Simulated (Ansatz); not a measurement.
# CH₅AlFGa: geometry optimisation

The task: find the minimum of CH₅AlFGa nearest to the start.

The runs use Ansatz 0.2.0; RKS PBE0-D4/def2-SVP.

### Step 1. The starting structure

SMILES `F[CH2][AlH][GaH2]`, 9 atoms, charge 0, spin multiplicity 1.

Atoms are counted from 1 here; the program's logs count them from 0.

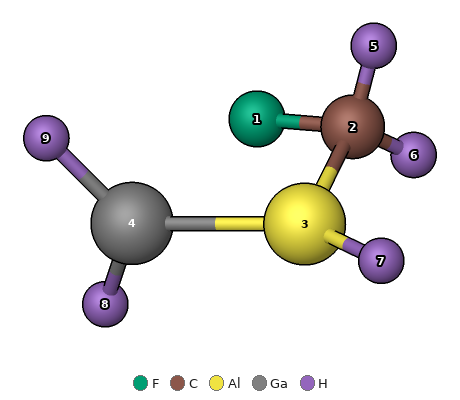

The starting geometry (fluorine teal, carbon brown, aluminium yellow, gallium grey, hydrogen purple); atoms are numbered from 1 in the order of the file.

Geometry (Å):

```
F    -0.9616    0.7685   -0.5650
C     0.4494    1.1536   -0.5796
Al    1.2562   -0.4194    0.4035
Ga   -1.0731   -1.3027    0.5770
H     0.4985    2.1542   -0.0954
H     0.7165    1.2964   -1.6502
H     2.8360   -0.5241    0.6781
H    -1.7013   -2.2205   -0.5587
H    -2.0206   -0.9059    1.7903
```

### Step 2. Relaxation

Contents of input.yaml:

```yaml
crystal:
  periodic: [false, false, false]
  atoms:
    - { symbol: F, position_ang: [-0.961554, 0.768528, -0.564952] }
    - { symbol: C, position_ang: [0.449388, 1.153618, -0.579611] }
    - { symbol: Al, position_ang: [1.256237, -0.419433, 0.403479] }
    - { symbol: Ga, position_ang: [-1.073104, -1.302667, 0.577001] }
    - { symbol: H, position_ang: [0.498513, 2.154166, -0.095363] }
    - { symbol: H, position_ang: [0.716459, 1.296378, -1.650212] }
    - { symbol: H, position_ang: [2.836009, -0.524139, 0.678056] }
    - { symbol: H, position_ang: [-1.701306, -2.220506, -0.558694] }
    - { symbol: H, position_ang: [-2.020642, -0.905947, 1.790295] }
basis:
  gaussian: { orbitals: def2-SVP }
hamiltonian:
  xc: pbe0
  dispersion: d4
output:
  forces: true
relax:
  f_tol: 0.003
  max_steps: 120
```

Command:

```console
> ansatz run input.yaml --threads 1 --pin off --max-ram 2560MiB --backend cpu --events-out ev --progress --plain --runs-dir out
```

What it wrote:

```text
Warning: RAYON_NUM_THREADS=1 ignored (pool sized by the plan → 1); use --threads N
The last accepted step is kept in <dir> (removed where the run ends without a failure and the disk answers)
Engine: ansatz 0.2.0, aarch64-unknown-linux-gnu
Functional definition: PBE0
  parameter a = 0.25
  parameter kappa = 0.804
  parameter beta = 0.06672455060314922
  exchange = (1 - a)*pbe_x(kappa = kappa, mu = beta*pi^2/3) + a*exact_x
  correlation = pbe_c(beta = beta)
1085 factors; integrals over basis functions are off by at most 3.9e-4 eV
mean field evaluation 1: about -62780.8809 eV, gradient 3.3e1 eV
mean field evaluation 2: about -62780.4761 eV, gradient 3.6e1 eV
mean field evaluation 4: about -62783.3117 eV, gradient 1.1e0 eV
mean field evaluation 8: about -62783.3318 eV, gradient 3.3e-2 eV
mean field -62783.33184568 eV, -2307.2448892581 hartree, gradient 6.3e-6 eV, S^2 0.000000; 0 other end points of the search recorded, 0 dependent functions left out
the calculation of the forces begins
reference -62783.33187903 eV, -2307.2448904837 hartree; 32, 32 occupied and 71, 71 virtual orbitals, 1085 factors
relax step   1: F+E_penalty+E_count = -62783.48261740 eV  Δ(F+E_penalty+E_count) = +0.000e0 eV  max|allowed force component| = 5.588e-1 eV/Å  Δτ_max = 0.0000 Å  (26 SCF iters, accepted)
these checks for a lower state are left out or cut short: starts, cluster_reference, orbital_swaps, neighbouring_geometries, increment
1085 factors; integrals over basis functions are off by at most 3.7e-4 eV
mean field evaluation 16: about -62783.3223 eV, gradient 1.1e0 eV
mean field -62783.34243278 eV, -2307.2452783267 hartree, gradient 1.1e-5 eV, S^2 0.000000; 0 other end points of the search recorded, 0 dependent functions left out
the calculation of the forces begins
reference -62783.34246611 eV, -2307.2452795515 hartree; 32, 32 occupied and 71, 71 virtual orbitals, 1085 factors
relax step   2: F+E_penalty+E_count = -62783.49350063 eV  Δ(F+E_penalty+E_count) = -1.088e-2 eV  max|allowed force component| = 2.457e-1 eV/Å  Δτ_max = 0.0221 Å  (30 SCF iters, accepted)
these checks for a lower state are left out or cut short: starts, cluster_reference, orbital_swaps, neighbouring_geometries, increment
1085 factors; integrals over basis functions are off by at most 3.7e-4 eV
mean field -62783.34416878 eV, -2307.2453421235 hartree, gradient 1.1e-5 eV, S^2 0.000000; 0 other end points of the search recorded, 0 dependent functions left out
the calculation of the forces begins
reference -62783.34420208 eV, -2307.2453433474 hartree; 32, 32 occupied and 71, 71 virtual orbitals, 1085 factors
relax step   3: F+E_penalty+E_count = -62783.49536724 eV  Δ(F+E_penalty+E_count) = -1.867e-3 eV  max|allowed force component| = 1.180e-1 eV/Å  Δτ_max = 0.0082 Å  (30 SCF iters, accepted)
these checks for a lower state are left out or cut short: starts, cluster_reference, orbital_swaps, neighbouring_geometries, increment
1085 factors; integrals over basis functions are off by at most 3.7e-4 eV
mean field evaluation 32: about -62783.3446 eV, gradient 3.4e-4 eV
mean field -62783.34461035 eV, -2307.2453583510 hartree, gradient 9.0e-6 eV, S^2 0.000000; 0 other end points of the search recorded, 0 dependent functions left out
the calculation of the forces begins
reference -62783.34464364 eV, -2307.2453595742 hartree; 32, 32 occupied and 71, 71 virtual orbitals, 1085 factors
relax step   4: F+E_penalty+E_count = -62783.49575455 eV  Δ(F+E_penalty+E_count) = -3.873e-4 eV  max|allowed force component| = 2.598e-2 eV/Å  Δτ_max = 0.0034 Å  (24 SCF iters, accepted)
these checks for a lower state are left out or cut short: starts, cluster_reference, orbital_swaps, neighbouring_geometries, increment
1085 factors; integrals over basis functions are off by at most 3.7e-4 eV
mean field -62783.34482587 eV, -2307.2453662713 hartree, gradient 2.4e-5 eV, S^2 0.000000; 0 other end points of the search recorded, 0 dependent functions left out
the calculation of the forces begins
reference -62783.34485915 eV, -2307.2453674942 hartree; 32, 32 occupied and 71, 71 virtual orbitals, 1085 factors
relax step   5: F+E_penalty+E_count = -62783.49589527 eV  Δ(F+E_penalty+E_count) = -1.407e-4 eV  max|allowed force component| = 8.318e-3 eV/Å  Δτ_max = 0.0042 Å  (22 SCF iters, accepted)
these checks for a lower state are left out or cut short: starts, cluster_reference, orbital_swaps, neighbouring_geometries, increment
1085 factors; integrals over basis functions are off by at most 3.7e-4 eV
mean field -62783.34504024 eV, -2307.2453741490 hartree, gradient 1.3e-5 eV, S^2 0.000000; 0 other end points of the search recorded, 0 dependent functions left out
the calculation of the forces begins
reference -62783.34507352 eV, -2307.2453753722 hartree; 32, 32 occupied and 71, 71 virtual orbitals, 1085 factors
relax step   6: F+E_penalty+E_count = -62783.49597859 eV  Δ(F+E_penalty+E_count) = -8.333e-5 eV  max|allowed force component| = 5.657e-3 eV/Å  Δτ_max = 0.0073 Å  (24 SCF iters, accepted)
these checks for a lower state are left out or cut short: starts, cluster_reference, orbital_swaps, neighbouring_geometries, increment
1085 factors; integrals over basis functions are off by at most 3.7e-4 eV
mean field -62783.34507329 eV, -2307.2453753638 hartree, gradient 3.8e-5 eV, S^2 0.000000; 0 other end points of the search recorded, 0 dependent functions left out
the calculation of the forces begins
reference -62783.34510658 eV, -2307.2453765871 hartree; 32, 32 occupied and 71, 71 virtual orbitals, 1085 factors
relax step   7: F+E_penalty+E_count = -62783.49598747 eV  Δ(F+E_penalty+E_count) = -8.883e-6 eV  max|allowed force component| = 3.213e-3 eV/Å  Δτ_max = 0.0020 Å  (21 SCF iters, accepted)
these checks for a lower state are left out or cut short: starts, cluster_reference, orbital_swaps, neighbouring_geometries, increment
1085 factors; integrals over basis functions are off by at most 3.7e-4 eV
mean field -62783.34507873 eV, -2307.2453755634 hartree, gradient 1.3e-5 eV, S^2 0.000000; 0 other end points of the search recorded, 0 dependent functions left out
the calculation of the forces begins
reference -62783.34511202 eV, -2307.2453767868 hartree; 32, 32 occupied and 71, 71 virtual orbitals, 1085 factors
relax step   8: F+E_penalty+E_count = -62783.49598822 eV  Δ(F+E_penalty+E_count) = -7.428e-7 eV  max|allowed force component| = 1.975e-4 eV/Å  Δτ_max = 0.0006 Å  (20 SCF iters, accepted)
1085 factors; integrals over basis functions are off by at most 3.7e-4 eV
mean field evaluation 64: about -62783.3451 eV, gradient 1.0e-1 eV
mean field -62783.34507873 eV, -2307.2453755634 hartree, gradient 1.3e-5 eV, S^2 0.000000; 1 other end points of the search recorded, 0 dependent functions left out
the calculation of the forces begins
reference -62783.34511202 eV, -2307.2453767868 hartree; 32, 32 occupied and 71, 71 virtual orbitals, 1085 factors
Total energy: -62783.49602151 eV, -2307.2509226083 hartree
Atom 0 at    -0.944606     0.782239    -0.565140 Å, force    -0.000152    -0.000098     0.000134 eV/Å
Atom 1 at     0.445024     1.154557    -0.580987 Å, force     0.000042     0.000173    -0.000027 eV/Å
Atom 2 at     1.244167    -0.410563     0.398349 Å, force     0.000048     0.000079    -0.000030 eV/Å
Atom 3 at    -1.071819    -1.308807     0.580902 Å, force    -0.000100     0.000190    -0.000005 eV/Å
Atom 4 at     0.504858     2.146573    -0.101544 Å, force     0.000055    -0.000179    -0.000169 eV/Å
Atom 5 at     0.716451     1.291285    -1.641720 Å, force     0.000033    -0.000099     0.000141 eV/Å
Atom 6 at     2.809786    -0.523783     0.675583 Å, force    -0.000060    -0.000012     0.000009 eV/Å
Atom 7 at    -1.692053    -2.216632    -0.552025 Å, force     0.000106    -0.000018    -0.000198 eV/Å
Atom 8 at    -2.011809    -0.914870     1.786580 Å, force     0.000028    -0.000037     0.000145 eV/Å
Dipole moment:     0.450076     0.192106    -0.045111 e Å
```

Run time: 41 s. Hardware: 1 thread of Arm Neoverse V2, shared host; peak memory 0.23 GiB.

The steps of the relaxation:

```tsv
step	energy from step 1 (eV)	largest force component (eV/Å)
1	0.0000	0.5588
2	-0.0109	0.2457
3	-0.0128	0.1180
4	-0.0131	0.0260
5	-0.0133	0.0083
6	-0.0134	0.0057
7	-0.0134	0.0032
8	-0.0134	0.0002
```

Close pairs (by a distance rule), those that changed most:

```tsv
bond	before (Å)	after (Å)	change (Å)
F1–C2	1.463	1.439	-0.024
Al3–H7	1.607	1.594	-0.013
C2–Al3	2.023	2.012	-0.011
Ga4–H9	1.590	1.579	-0.011
Ga4–H8	1.590	1.579	-0.011
C2–H5	1.113	1.103	-0.009
C2–H6	1.113	1.103	-0.009
Al3–Ga4	2.497	2.491	-0.006
```

### Step 3. Summary of results

```
             quantity      value
        energy gained  0.0134 eV
root mean square move    0.015 Å
        dipole moment     2.36 D
```

**Reading.** Bond lengths: F1–C2 1.439 Å, C2–Al3 2.012 Å, C2–H5 1.103 Å, C2–H6 1.103 Å, Al3–Ga4 2.491 Å, Al3–H7 1.594 Å, Ga4–H8 1.579 Å, Ga4–H9 1.579 Å. Angles: F1–C2–Al3 100.2°, F1–C2–H5 106.3°, F1–C2–H6 106.3°, Al3–C2–H5 117.8°, Al3–C2–H6 117.8°, H5–C2–H6 107.0°, C2–Al3–Ga4 87.0°, C2–Al3–H7 122.0°, Ga4–Al3–H7 151.0°, Al3–Ga4–H8 121.3°, Al3–Ga4–H9 121.3°, H8–Ga4–H9 117.2°. No frequencies were computed here.
